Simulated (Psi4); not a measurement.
**C3H5BFS+ (SMILES c1c[cH+]1.FBS): a first try and a second**

Aim: the interaction energy of C3H5BFS+ at SAPT0/jun-cc-pVDZ (density fitting, density fitting for correlation, fragments set).

The calculation is run with Psi4 1.11.

2 further runs of the same task are left out: 2 set aside as unsound or not needed.

## Step 1: The system as given

C3H5BFS+ has 11 atoms, charge +1, and is taken as a singlet. SMILES: `c1c[cH+]1.FBS`. The coordinates come from a GFN2-xTB relaxation. This is one conformer, not always the lowest.

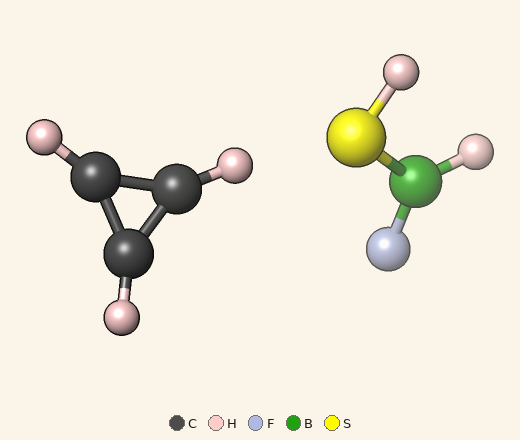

Viewed from a chosen angle; carbon dark grey, hydrogen pink, fluorine light blue, boron green, sulfur yellow.

## Step 2: Try one

job.dat reads:

```
memory 1600 mb

molecule molecule1 {
  1 1
  C     -1.778960     0.139090    -2.111730
  C     -0.653750     0.400300    -2.860480
  C     -0.587810     0.439530    -1.482000
  H     -2.819540    -0.112560    -2.061660
  H     -0.183400     0.497930    -3.818080
  H     -0.017670     0.573680    -0.572220
  --
  0 1
  F      0.223500    -1.849410     2.784950
  B      1.045970    -0.840770     2.875730
  S      1.056800     0.310720     1.501960
  H      1.732420    -0.708940     3.808640
  H      1.982440     1.150430     1.934880
  units angstrom
  symmetry c1
  no_reorient
  no_com
}

set globals {
  basis    jun-cc-pVDZ
  scf_type df
  maxiter  3
}

result, w = energy('sapt0', return_wfn=True)
print_variables()
```

Run with:

```console
$ psi4 job.dat job.out -n 1
```

job.out:

```text
Psi4 1.11 release

   => Loading Basis Set <=

    Name: JUN-CC-PVDZ
    Role: ORBITAL
    Keyword: BASIS

   => Loading Basis Set <=

    Name: JUN-CC-PVDZ
    Role: ORBITAL
    Keyword: BASIS

  //>>>>>>>>>>>>>>>>>>>>>>>>>>>>>>>>>>>//
  //              Dimer HF             //
  //<<<<<<<<<<<<<<<<<<<<<<<<<<<<<<<<<<<//

   => Loading Basis Set <=

    Name: JUN-CC-PVDZ
    Role: ORBITAL
    Keyword: BASIS

         ---------------------------------------------------------
                                   SCF
                              RHF Reference
                        1 Threads,   1525 MiB Core
         ---------------------------------------------------------

  ==> Geometry <==

    Molecular point group: c1
    Full point group: C1

    Geometry (in Angstrom), charge = 1, multiplicity = 1:

[... 92 lines left out ...]
                           Total Energy        Delta E     RMS |[F,P]|

   @DF-RHF iter SAD:  -636.96553798022921   -6.36966e+02   0.00000e+00
   @DF-RHF iter   1:  -637.84581253871727   -8.80275e-01   2.66054e-03 ADIIS/DIIS
   @DF-RHF iter   2:  -637.91417170196087   -6.83592e-02   1.34660e-03 ADIIS/DIIS
   @DF-RHF iter   3:  -637.92636433201449   -1.21926e-02   3.20421e-04 ADIIS/DIIS

PsiException: Could not converge SCF iterations in 3 iterations.

  Failed to converge.

psi4.driver.p4util.exceptions.SCFConvergenceError: Could not converge SCF iterations in 3 iterations.

Printing out the relevant lines from the Psithon --> Python processed input file:
    ""","molecule1")
    core.IO.set_default_namespace("molecule1")
    core.set_global_option("BASIS", "jun-cc-pVDZ")
    core.set_global_option("SCF_TYPE", "df")
    core.set_global_option("MAXITER", 3)
--> result, w = energy('sapt0', return_wfn=True)
    print_variables()

!-----------------------------------------------------!
!                                                     !
!  Could not converge SCF iterations in 3 iterations. !
!                                                     !
!-----------------------------------------------------!

    Psi4 run time: 0:00:01.81
```

It took 2.8 s on 1 thread of Intel Xeon Platinum 8375C at 2.90GHz (Ice Lake), shared host; peak memory 0.34 GiB.

## Step 3: Reading the log

The iterations ended before the threshold was met.

The log says `Could not converge SCF iterations in 3 iterations.`. The fault: the iteration cap is too low for convergence. To mend it: iteration cap at its default in place of 3.

## Step 4: The mended input

job.in reads:

```
memory 1.6 GB

molecule dimer {
  1 1
  C     -1.778960     0.139090    -2.111730
  C     -0.653750     0.400300    -2.860480
  C     -0.587810     0.439530    -1.482000
  H     -2.819540    -0.112560    -2.061660
  H     -0.183400     0.497930    -3.818080
  H     -0.017670     0.573680    -0.572220
  --
  0 1
  F      0.223500    -1.849410     2.784950
  B      1.045970    -0.840770     2.875730
  S      1.056800     0.310720     1.501960
  H      1.732420    -0.708940     3.808640
  H      1.982440     1.150430     1.934880
  symmetry c1
  no_reorient
  no_com
}

set basis jun-cc-pVDZ
set scf_type df

E, wfn = energy("sapt0", return_wfn=True)
```

Run with:

```console
$ psi4 -i job.in -o job.out -n 1
```

job.out:

```text
[...]
  Running in c1 symmetry.
[...]
  Nuclear repulsion =  221.928253514091381
[...]
  Multiplicity = 1
[...]
  Nalpha       = 26
  Nbeta        = 26
[...]
    Number of basis functions: 137
[...]
   @DF-RHF iter   1:  -637.84581253871727   -8.80275e-01   2.66054e-03 DIIS/ADIIS
[...]
   @DF-RHF iter  11:  -522.90946743672885   -1.33014e-11   3.79788e-09 DIIS
[...]
    Orbital Energies [Eh]
    ---------------------
    Doubly Occupied:
       1A    -91.967567     2A    -26.326355     3A     -8.973798
       4A     -7.702307     5A     -6.655780     6A     -6.654279
       7A     -6.652870     8A     -1.643651     9A     -1.005352
      10A     -0.801194    11A     -0.723561    12A     -0.693311
      13A     -0.626510    14A     -0.562781    15A     -0.459060
      16A     -0.406752
[...]
  @DF-RHF Final Energy:  -522.90946743672885
   => Energetics <=
    Nuclear Repulsion Energy =             87.4212385602215249
    One-Electron Energy =                -896.9511550834206446
    Two-Electron Energy =                 286.6204490864701597
    Total Energy =                       -522.9094674367288462
[...]
 Multipole Moments:
 ------------------------------------------------------------------------------------
     Multipole            Electronic (a.u.)      Nuclear  (a.u.)        Total (a.u.)
 ------------------------------------------------------------------------------------
 L = 1.  Multiply by 2.5417464519 to convert [e a0] to [Debye]
 Dipole X            :        -52.1185743           52.6572374            0.5386630
 Dipole Y            :         29.6126100          -29.1689243            0.4436857
 Dipole Z            :       -130.4866775          130.8032141            0.3165367
 Magnitude           :                                                    0.7662965
[...]
    Electrostatics                 -9.49219153 [mEh]      -5.95644011 [kcal/mol]     -24.92174544 [kJ/mol]
[...]
    Exchange                       12.32670424 [mEh]       7.73512369 [kcal/mol]      32.36375752 [kJ/mol]
[...]
    Induction                      -7.94481030 [mEh]      -4.98544373 [kcal/mol]     -20.85909657 [kJ/mol]
[...]
    Dispersion                     -3.18898700 [mEh]      -2.00111956 [kcal/mol]      -8.37268422 [kJ/mol]
[...]
  Total HF                         -5.11029760 [mEh]      -3.20676016 [kcal/mol]     -13.41708449 [kJ/mol]
  Total SAPT0                      -8.29928460 [mEh]      -5.20787971 [kcal/mol]     -21.78976872 [kJ/mol]
[...]
Warning! sapt0 does not have an associated derived wavefunction. The returned wavefunction is the dimer SCF wavefunction.
[...]
```

It took 9.9 s on 1 thread of Intel Xeon Platinum 8375C at 2.90GHz (Ice Lake), shared host; peak memory 0.38 GiB.

## Step 5: Results

At SAPT0/jun-cc-pVDZ (density fitting, density fitting for correlation, fragments set):

```
          quantity          value
interaction energy  -21.79 kJ/mol
```
